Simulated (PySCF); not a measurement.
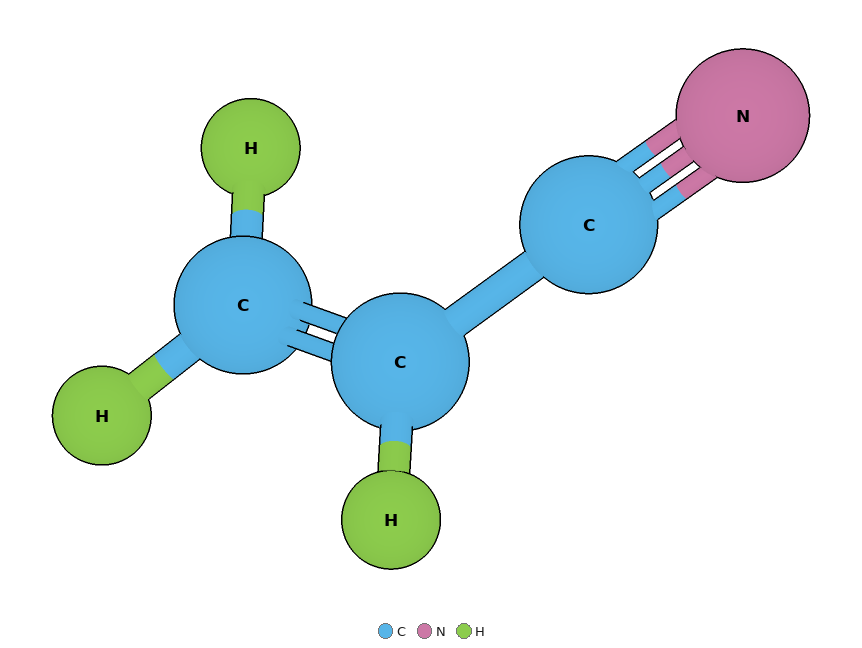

The computed structure is the end point of a PBE0-D3(BJ)/def2-SVP optimisation. No frequency run is at hand to confirm it as a minimum.

Identify the structure.

It has 7 atoms: 3 carbon, 3 hydrogen and 1 nitrogen (C3H3N). SMILES: `C=CC#N`. It has no ring. Among its groups: nitrile, alkene. This geometry has Cs symmetry. All atoms lie on one plane. Coordination: 2 C trigonal planar; 1 C linear.

More results for the same structure follow; atom numbers are the same in all pictures, views and colours differ.

## Shape

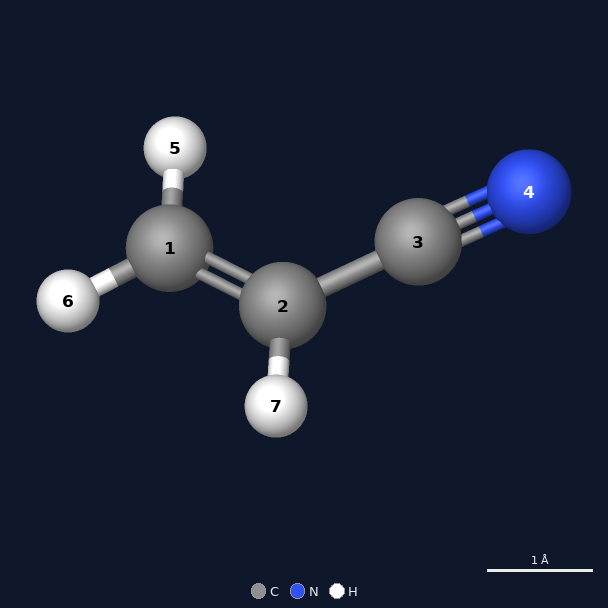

Numbered structure. No frequency run is at hand to confirm it as a minimum.

Give these bond angles: C2–C1–H5, C2–C1–H6, H5–C1–H6, C1–C2–C3, C1–C2–H7, C3–C2–H7, C2–C3–N4.

| angle | degrees |
| --- | --- |
| C2–C1–H5 | 121.6 |
| C2–C1–H6 | 120.5 |
| H5–C1–H6 | 117.9 |
| C1–C2–C3 | 123.1 |
| C1–C2–H7 | 121.1 |
| C3–C2–H7 | 115.8 |
| C2–C3–N4 | 179.0 |

## Quadrupole coupling

No frequency run is at hand to confirm it as a minimum. Electric field gradients from the ground-state density, PBE0/6-311+G(2d,p) (PySCF 2.14.0), non-relativistic apart from any core potentials.

Give the largest field-gradient component, the quadrupole coupling constant and the asymmetry for 14N at N4 (Q = 20.44 mb), 2H at H5 (Q = 2.86 mb), 2H at H6 (Q = 2.86 mb).

| atom | V_zz (a.u.) | e²qQ/h (MHz) | η |
| --- | --- | --- | --- |
| N4 | −0.939 | −4.51 | 0.02 |
| H5 | 0.301 | 0.202 | 0.03 |
| H6 | 0.304 | 0.204 | 0.03 |

## Levels of theory compared

No frequency run is at hand to confirm it as a minimum. Program: PySCF 2.14.0.

Compare HOMO–LUMO gap (eV) at these levels: B97-2/pcSseg-2; BHandHLYP/pcSseg-2; CAM-B3LYP/pcSseg-2; LC-wPBE/pcSseg-2; PBE0/6-311+G(2d,p); PBE0/6-31G; PBE0/6-31G*; PBE0/STO-3G; PBE0/def2-SVP; PBE0/def2-TZVP; WP04/pcSseg-2; ωB97X-D/pcSseg-2.

```
             level  HOMO–LUMO gap (eV)
    B97-2/pcSseg-2                6.35
BHandHLYP/pcSseg-2                8.69
CAM-B3LYP/pcSseg-2                9.09
  LC-wPBE/pcSseg-2               11.63
PBE0/6-311+G(2d,p)                6.65
        PBE0/6-31G                6.90
       PBE0/6-31G*                6.81
       PBE0/STO-3G                7.84
     PBE0/def2-SVP                6.77
    PBE0/def2-TZVP                6.68
     WP04/pcSseg-2                5.63
  ωB97X-D/pcSseg-2               10.27
```

## Dipole moment

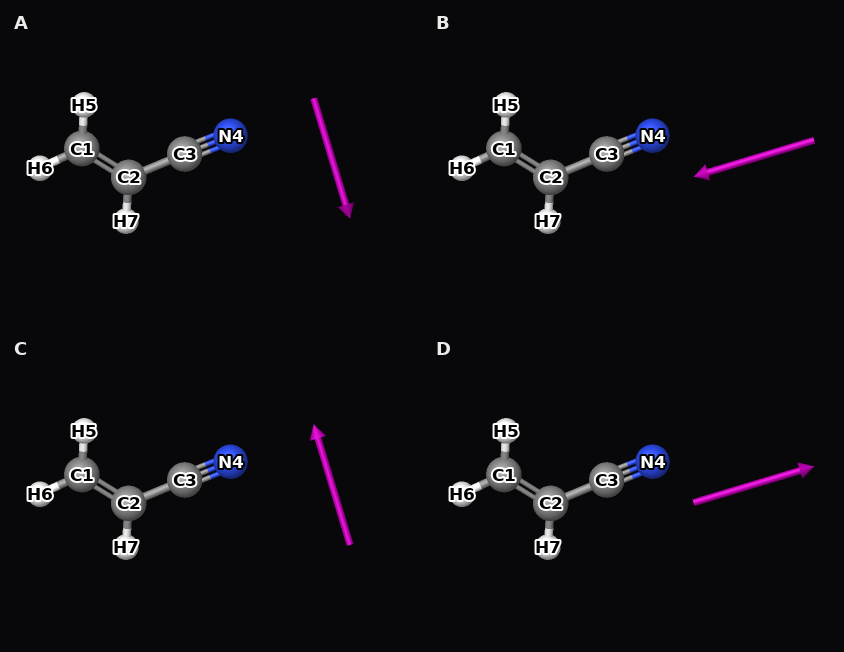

The same molecule four times, each with an arrow. No frequency run is at hand to confirm it as a minimum. Method: PBE0/def2-TZVP, gas phase (PySCF 2.14.0).

Which arrow points along the dipole moment, from the negative to the positive end?

Answer. B. The dipole moment is 4.03 D; it points from the side of N4 to the side of H6 (the outermost atoms at the two ends).
